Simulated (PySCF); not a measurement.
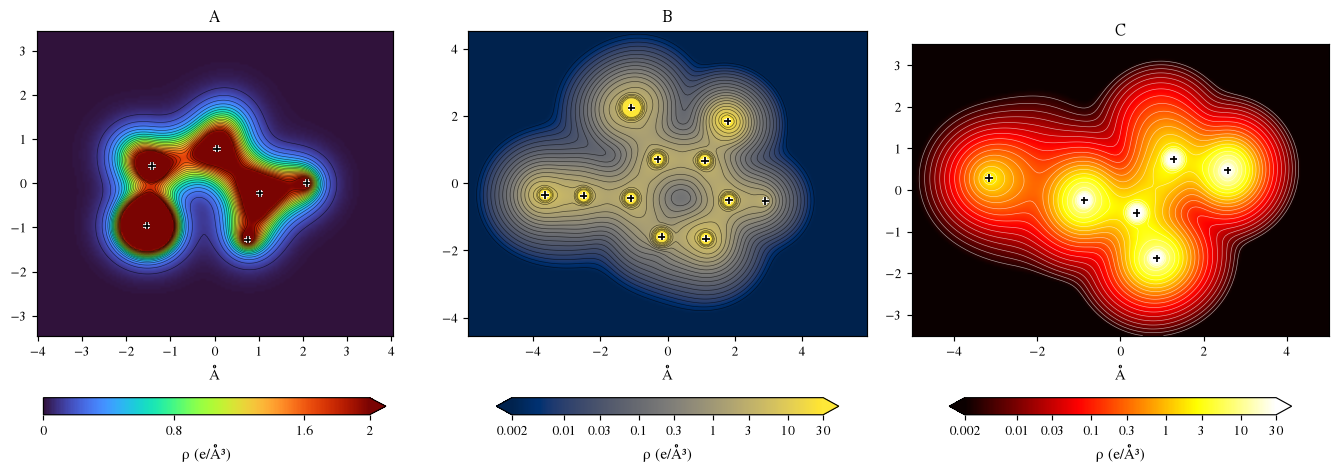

The electron density of 3 systems, each on a plane through atoms (crosses mark nuclei in the plane).

These are results of PBE0/pcSseg-1, SCF density, gas phase, non-relativistic in PySCF, not measurements.

System 1: C5HBClFN2 (SMILES N#Cc1bncc(F)c1Cl), the molecular plane. Geometry: GFN2-xTB.

```xyz
11

N     3.6586    0.0274    0.0231
C     2.5209   -0.1126   -0.0040
C     1.1337   -0.3320   -0.0423
B     0.3367   -1.5549   -0.2108
N    -0.9651   -1.7447   -0.2421
C    -1.7616   -0.6951   -0.1044
C    -1.1733    0.5495    0.0643
F    -1.9648    1.6273    0.2054
C     0.2215    0.7330    0.0958
Cl    0.8344    2.3258    0.3134
H    -2.8355   -0.8210   -0.1243
```

System 2: C2H3F3O2Si, the plane of atoms O1, C2 and C5. Geometry: GFN2-xTB.

```xyz
11

O    -0.6891   -2.0442   -0.5909
C    -0.5276   -0.9752   -0.0941
O     0.5546   -0.5212    0.4586
Si    1.8862    0.4014    0.0948
C    -1.6837    0.0776   -0.0082
F    -2.8456   -0.3966   -0.4430
F    -1.8572    0.5140    1.2449
F    -1.3760    1.1530   -0.7558
H     2.5531    0.3186    1.3819
H     1.4163    1.7321   -0.2764
H     2.5691   -0.2596   -1.0117
```

System 3: C3H6F (SMILES C[CH+]CF) (charge +1), the plane of atoms H6, C1 and H7. Geometry: GFN2-xTB.

```xyz
10

C    -1.2358    0.0521    0.5916
C    -0.3035    0.0175   -0.4509
C     1.1818   -0.0537   -0.1037
F     1.3408   -0.0708    1.2413
H    -0.5321    0.8523   -1.1527
H    -0.9255    0.0298    1.6346
H    -2.3001    0.1024    0.3940
H    -0.6072   -0.7807   -1.1667
H     1.6496   -0.9652   -0.5002
H     1.7321    0.8163   -0.4873
```

**Which map belongs to which system?**

Panel A is system 3, C3H6F: the plane holds C, F and H. C–F (1.35 Å): the density is about 2.2 e/Å³ at the midpoint, with its minimum of 1.8 e/Å³ about 0.5 Å from C. Panel B is system 1, C5HBClFN2: the plane holds N, C, B, F, Cl and H. C–N (1.15 Å): ρ is about 3.6 e/Å³ halfway. Panel C is system 2, C2H3F3O2Si: the plane holds O, C, F and H. C–O (1.19 Å): the density is about 3.5 e/Å³ at the midpoint.
